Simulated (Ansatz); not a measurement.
**CH₇BN₂: a short trajectory**

What does CH₇BN₂ do in its first 30 fs at constant energy, with the temperature set to 1500 K?

Program: Ansatz 0.2.0, Gaussian basis. Level of theory: r2SCAN/6-31G*. These are calculated values, not measurements.

## 1. Structure used throughout

The geometry comes from an earlier relaxation with PBE0-D4 in a triple-zeta def2 set; it is a stationary point, not always the lowest conformer.

SMILES `CNBN`, 11 atoms, charge 0, spin multiplicity 1.

Atoms are counted from 1 here; the program's logs count them from 0.

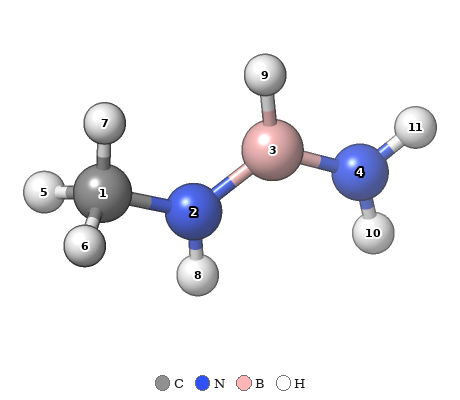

The structure; carbon grey, nitrogen blue, boron pink, hydrogen white; atoms are numbered from 1 in the order of the file.

As a file:

```xyz
11
charge 0, multiplicity 1
C    -0.9753    1.3957    0.2915
N    -0.5392    0.0797   -0.0977
B     0.7692   -0.4219    0.0296
N     1.1346   -1.7247   -0.3721
H    -1.3639    1.9715   -0.5564
H    -1.7555    1.3634    1.0608
H    -0.1270    1.9437    0.7031
H    -1.2667   -0.4964   -0.4901
H     1.6120    0.2914    0.5013
H     0.5048   -2.3953   -0.7763
H     2.0726   -2.0640   -0.2731
```

## 2. Dynamics

File in.yaml:

```yaml
crystal:
  periodic: [false, false, false]
  atoms:
    - {symbol: C, position_ang: [-0.975326, 1.395698, 0.291533]}
    - {symbol: N, position_ang: [-0.539200, 0.079663, -0.097713]}
    - {symbol: B, position_ang: [0.769178, -0.421893, 0.029627]}
    - {symbol: N, position_ang: [1.134567, -1.724747, -0.372091]}
    - {symbol: H, position_ang: [-1.363927, 1.971520, -0.556369]}
    - {symbol: H, position_ang: [-1.755548, 1.363355, 1.060761]}
    - {symbol: H, position_ang: [-0.127048, 1.943709, 0.703059]}
    - {symbol: H, position_ang: [-1.266702, -0.496427, -0.490094]}
    - {symbol: H, position_ang: [1.611956, 0.291425, 0.501346]}
    - {symbol: H, position_ang: [0.504799, -2.395281, -0.776255]}
    - {symbol: H, position_ang: [2.072552, -2.064019, -0.273103]}
basis:
  gaussian: {orbitals: "6-31G*"}
hamiltonian: {xc: {name: r2SCAN}}
md: {timestep: 1 fs, n_steps: 30, ensemble: nve, temperature: 1500, initial_velocities: maxwell_boltzmann, seed: 91}
```

Command:

```console
ansatz run in.yaml --threads 2 --pin off --events-out ev --progress --plain --max-ram 4352MiB
```

Standard output (excerpt; [...] marks lines left out):

```text
Functional definition: r2SCAN
  name "r2SCAN"
  cite "Furness, Kaplan, Ning, Perdew & Sun, J. Phys. Chem. Lett. 11, 8208 (2020) doi:10.1021/acs.jpclett.0c02405"
  cite "Furness, Kaplan, Ning, Perdew & Sun, J. Phys. Chem. Lett. 11, 9248 (2020) doi:10.1021/acs.jpclett.0c03077"
  parent r2scan
[...]
984 factors; their error is unknown
[...]
mean field -4806.13422199 eV, -176.6221749435 hartree, gradient 1.5e-5 eV, S^2 0.000000; 0 other end points of the search recorded, 0 dependent functions left out
[...]
reference -4806.13422876 eV, -176.6221751922 hartree; 16, 16 occupied and 58, 58 virtual orbitals, 984 factors
md step     0: t =     0.00 fs  T =  1500.0 K  F+E_penalty+E_count = -4806.13422199 eV  E_kin = 1.745010 eV  conserved = -4804.38921201 eV  (26 SCF iters)
[...]
md step     7: t =     7.00 fs  T =   335.8 K  F+E_penalty+E_count = -4804.73287147 eV  E_kin = 0.390652 eV  conserved = -4804.34221986 eV  (29 SCF iters)
[...]
md step    14: t =    14.00 fs  T =   980.6 K  F+E_penalty+E_count = -4805.50425387 eV  E_kin = 1.140731 eV  conserved = -4804.36352296 eV  (29 SCF iters)
[...]
md step    21: t =    21.00 fs  T =   384.4 K  F+E_penalty+E_count = -4804.79837079 eV  E_kin = 0.447167 eV  conserved = -4804.35120357 eV  (30 SCF iters)
[...]
md step    28: t =    28.00 fs  T =  1022.9 K  F+E_penalty+E_count = -4805.56412871 eV  E_kin = 1.190032 eV  conserved = -4804.37409673 eV  (28 SCF iters)
[...]
md step    29: t =    29.00 fs  T =   878.2 K  F+E_penalty+E_count = -4805.38217880 eV  E_kin = 1.021624 eV  conserved = -4804.36055485 eV  (30 SCF iters)
[...]
md step    30: t =    30.00 fs  T =   692.9 K  F+E_penalty+E_count = -4805.15883543 eV  E_kin = 0.806054 eV  conserved = -4804.35278147 eV  (46 SCF iters)
Total energy: -4805.15884218 eV, -176.5863303963 hartree
Atom 0 at    -0.944389     1.426061     0.302633 Å, force    -0.092076    -0.195370     0.287403 eV/Å
Atom 1 at    -0.629784     0.060126    -0.101212 Å, force    -0.705091    -0.110490    -1.133771 eV/Å
Atom 2 at     0.788302    -0.472586     0.004044 Å, force    -4.226165     2.607765     0.580008 eV/Å
Atom 3 at     1.178423    -1.722676    -0.403313 Å, force     4.676794    -1.011136     0.608835 eV/Å
Atom 4 at    -1.305017     2.125564    -0.487590 Å, force    -0.234282    -0.688512     0.077046 eV/Å
Atom 5 at    -1.638869     1.414458     1.168913 Å, force     0.073001     0.346327    -0.336104 eV/Å
Atom 6 at    -0.019871     1.847612     0.598032 Å, force     1.033859     0.826335     0.831844 eV/Å
Atom 7 at    -1.558041    -0.213690    -0.570517 Å, force     2.510411    -0.874589     0.600565 eV/Å
Atom 8 at     1.418973     0.352860     0.626892 Å, force     0.524767    -0.401263    -0.469797 eV/Å
Atom 9 at     0.638193    -2.548613    -0.414799 Å, force    -0.826476    -0.773784    -0.262709 eV/Å
Atom 10 at     2.216315    -1.939346    -0.127021 Å, force    -2.734741     0.274716    -0.783320 eV/Å
Dipole moment:    -0.043519    -0.295411    -0.011172 e Å
```

Run time: 71 s. Hardware: 2 threads of Arm Neoverse V1, shared host.

## 3. Frames and traces

One row in 2; energies are counted from the first frame:

| time (fs) | T (K) | potential (meV) | conserved (meV) | N2–B3 (Å) |
| --- | --- | --- | --- | --- |
| 0.0 | 1500 | 0.0 | 0.00 | 1.407 |
| 2.0 | 1038 | 573.6 | 36.08 | 1.458 |
| 4.0 | 646 | 1030.8 | 37.57 | 1.500 |
| 6.0 | 500 | 1181.7 | 18.79 | 1.525 |
| 8.0 | 398 | 1331.6 | 49.69 | 1.523 |
| 10.0 | 921 | 688.0 | 14.86 | 1.490 |
| 12.0 | 928 | 699.8 | 33.98 | 1.441 |
| 14.0 | 981 | 630.0 | 25.69 | 1.388 |
| 16.0 | 734 | 912.9 | 21.78 | 1.346 |
| 18.0 | 394 | 1320.0 | 33.88 | 1.324 |
| 20.0 | 392 | 1320.6 | 31.87 | 1.329 |
| 22.0 | 470 | 1237.8 | 39.17 | 1.361 |
| 24.0 | 867 | 756.0 | 19.90 | 1.409 |
| 26.0 | 954 | 673.6 | 38.27 | 1.460 |
| 28.0 | 1023 | 570.1 | 15.12 | 1.498 |
| 30.0 | 693 | 975.4 | 36.43 | 1.518 |

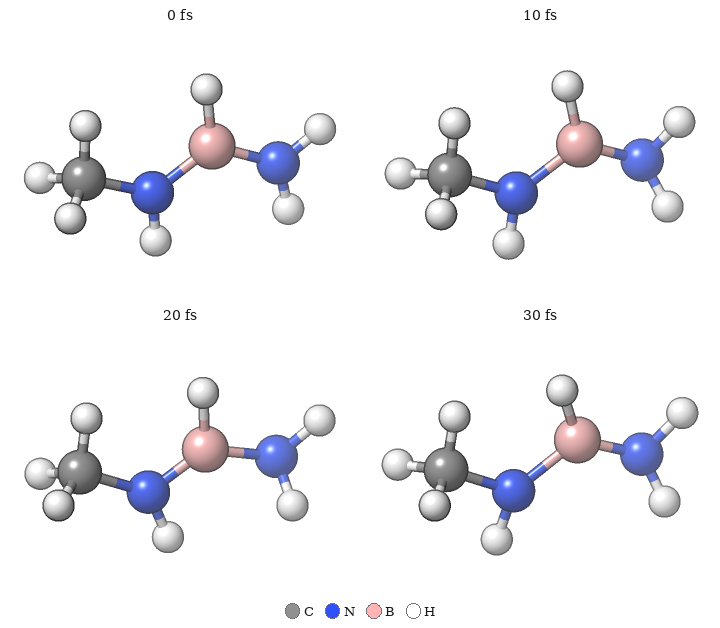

Four frames; sticks are those of the first frame.

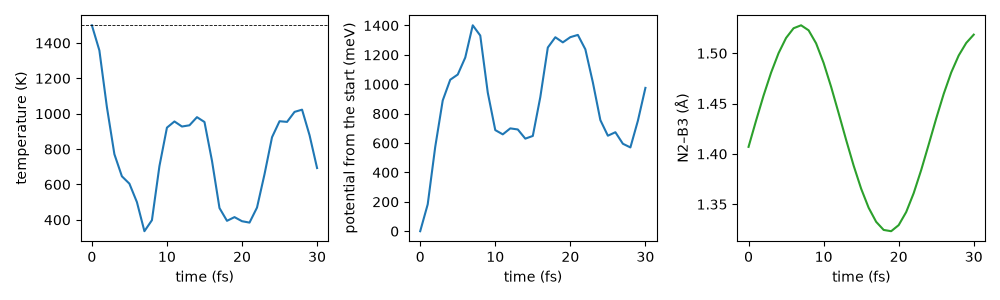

Temperature (the set value dashed), potential energy and the bond that swings most.

Positions (Å) and forces (eV/Å) at 30.0 fs:

```xyz
11

C    -0.944    1.426    0.303   -0.092   -0.195    0.287
N    -0.630    0.060   -0.101   -0.705   -0.110   -1.134
B     0.788   -0.473    0.004   -4.226    2.608    0.580
N     1.178   -1.723   -0.403    4.677   -1.011    0.609
H    -1.305    2.126   -0.488   -0.234   -0.689    0.077
H    -1.639    1.414    1.169    0.073    0.346   -0.336
H    -0.020    1.848    0.598    1.034    0.826    0.832
H    -1.558   -0.214   -0.571    2.510   -0.875    0.601
H     1.419    0.353    0.627    0.525   -0.401   -0.470
H     0.638   -2.549   -0.415   -0.826   -0.774   -0.263
H     2.216   -1.939   -0.127   -2.735    0.275   -0.783
```

## 4. Outcome

```
                              quantity                           value
                                length              30 steps of 1.0 fs
     temperature, first and last frame                     1500, 693 K
              temperature, second half  mean 703 K, from 384 to 1023 K
                swing of the potential                        1401 meV
largest change of the conserved energy                       49.69 meV
                        range of N2–B3                1.323 to 1.528 Å
```

**Reading.** From 1500 K at the start the temperature swings between 336 and 1500 K: with 11 atoms it has no steady value yet; starting near a minimum, about half of the kinetic energy flows into the potential. The conserved energy moves by 49.69 meV, 3.5 % of the potential's swing. N2–B3 swings most, by 0.20 Å; no bond breaks. A run of 30 fs gives no averages.
